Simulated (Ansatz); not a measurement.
Cost and result by functional for the surface energy of the (11-23) surface of hcp Mg in its 1x1 cell, outermost plane spacing 0.59 Å in the ideal cut, in Ansatz (plane waves, PAW). Single points on the PBE structure, on one kind of machine; costs are rough ratios of the slab run's core time (references not counted) to the cheapest single point. r2SCAN's cost holds its higher cutoff (500 against 420 eV). Differences are taken against r2SCAN for comparison alone: no measured value is at hand, so the table doesn't rank accuracy.

Slab: 18 atoms, 10.0 Å thick at the start (thin: gaps and levels are the slab's own); k 7x6x1, smearing 0.1 eV, dipole-corrected; all atoms relaxed; start symmetry kept, larger cells not searched; no spin, no spin-orbit, no U. These notes are the PBE run's.

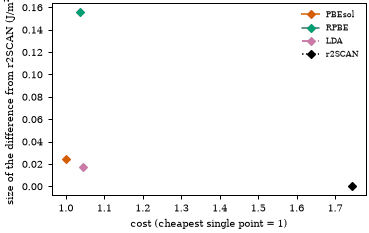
Figure: Difference from r2SCAN against cost

```tsv
functional	relative cost	surface energy (J/m²)	less r2SCAN (J/m²)
PBEsol	1	0.84	-0.02
RPBE	1	0.71	-0.16
LDA	1	0.84	-0.02
r2SCAN	2	0.86	0.00
PBE (the relaxed run's value)	–	0.76	-0.10
```

The values span 0.16 J/m², while the single points' costs differ by a factor of roughly 2. Differences are of unrounded values.

Ansatz is a program for electronic structure.
